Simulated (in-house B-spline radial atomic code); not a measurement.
# Os³⁺: excited configurations

How much energy does it take to promote electrons of Os³⁺ to other shells? Each configuration is solved by itself and compared with the reference.

The numbers are computed with in-house B-spline radial atomic code version 1 (scalar-relativistic (spin-free one-electron X2C) LDA (Slater, VWN5), spin-polarised, spherical fractional occupations, Fermi nucleus, basis-set limit), except any that are marked as measured or tabulated.

## (1) The system

| Property | Result |
| --- | --- |
| element | osmium (Z = 76) |
| charge | +3 |
| electrons | 73 |
| configuration | [Xe] 4f14 5d5 |
| Hamiltonian | scalar-relativistic (X2C) |
| nucleus | Fermi, rms radius 5.413 fm |

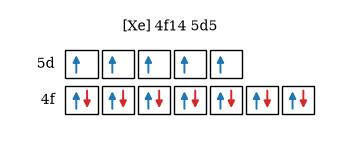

Occupation of the outer shells (arrows by Hund's rule).

Where spins are not typed, each open shell is filled with up spins first.

Settings, as recorded:

```ini
Z = 76
electrons = 73.0
configuration = [Xe] 4f14 5d5
hamiltonian = x2c
method = lda,vwn
spin_polarised = True
nucleus = fermi
rms_radius = 5.4126
mass_number = 192
atomic_mass = 191.961478765
speed_of_light = 137.035999084
```

This reference run was done before. Its total energy is -17242.823913 hartree, and its levels are (the highest eight at most):

```tsv
orbital	occupation	energy (eV)	<r> (bohr)
4d down	5	-302.52	0.4893
5s up	1	-123.07	1.007
5s down	1	-120.67	1.000
4f up	7	-83.244	0.5579
5p up	3	-82.843	1.161
4f down	7	-82.626	0.5543
5p down	3	-79.892	1.153
5d up	5	-36.546	1.604
```

## (2) Configuration [Kr] 4d10 4f14 5s2 5p5 5d5 6d1

Settings, as recorded:

```ini
Z = 76
electrons = 73.0
configuration = [Kr] 4d10 4f14 5s2 5p5 5d5 6d1
hamiltonian = x2c
method = lda,vwn
spin_polarised = True
nucleus = fermi
rms_radius = 5.4126
mass_number = 192
atomic_mass = 191.961478765
speed_of_light = 137.035999084
```

## (3) Configuration [Kr] 4d9 4f14 5s2 5p6 5d6

Settings: those of step 2 with these lines changed.

```diff
@@ -2,3 +2,3 @@
 electrons = 73.0
-configuration = [Kr] 4d10 4f14 5s2 5p5 5d5 6d1
+configuration = [Kr] 4d9 4f14 5s2 5p6 5d6
 hamiltonian = x2c
```

## (4) [Xe] 4f13 5d5 6d1

Settings: those of step 3 with these lines changed.

```diff
@@ -2,3 +2,3 @@
 electrons = 73.0
-configuration = [Kr] 4d9 4f14 5s2 5p6 5d6
+configuration = [Xe] 4f13 5d5 6d1
 hamiltonian = x2c
```

## (5) [Kr] 4d9 4f14 5s2 5p6 5d5 5f1

Settings: those of step 4 with these lines changed.

```diff
@@ -2,3 +2,3 @@
 electrons = 73.0
-configuration = [Xe] 4f13 5d5 6d1
+configuration = [Kr] 4d9 4f14 5s2 5p6 5d5 5f1
 hamiltonian = x2c
```

## (6) Configuration [Kr] 4d10 4f14 5s2 5p5 5d5 5f1

Settings: those of step 5 with these lines changed.

```diff
@@ -2,3 +2,3 @@
 electrons = 73.0
-configuration = [Kr] 4d9 4f14 5s2 5p6 5d5 5f1
+configuration = [Kr] 4d10 4f14 5s2 5p5 5d5 5f1
 hamiltonian = x2c
```

Q: How far above the reference does each configuration lie (order and size, in eV)?

As calculated:

| net move | configuration | 2|M_S|+1 | energy above the reference (eV) | largest <r> (bohr) |
| --- | --- | --- | --- | --- |
| 5p → 6d | [Kr] 4d10 4f14 5s2 5p5 5d5 6d1 | 8 | 69.238 | 3.91 |
| 5p → 5f | [Kr] 4d10 4f14 5s2 5p5 5d5 5f1 | 8 | 71.727 | 3.51 |
| 4f → 6d | [Xe] 4f13 5d5 6d1 | 8 | 76.753 | 3.88 |
| 4d → 5d | [Kr] 4d9 4f14 5s2 5p6 5d6 | 6 | 274.20 | 1.57 |
| 4d → 5f | [Kr] 4d9 4f14 5s2 5p6 5d5 5f1 | 8 | 300.15 | 3.51 |

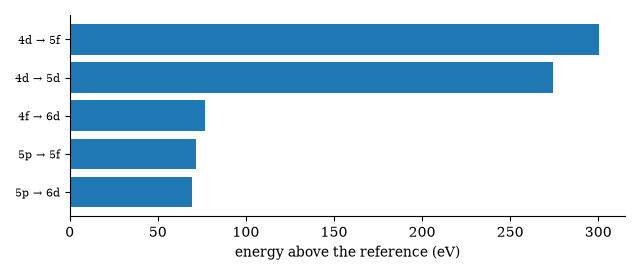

Energy of each configuration above the reference.

What this shows: The energies run from 69.238 eV (5p → 6d) to 300.15 eV (4d → 5f). 5 of them lie more than 60 % above minus the reference's highest level (36.546 eV), in the range where a state can decay by emitting an electron. The reference has 2|M_S|+1 = 6; 4 of the configurations differ from it in spin. These are spherical averages at the typed spins, not spectroscopic levels.
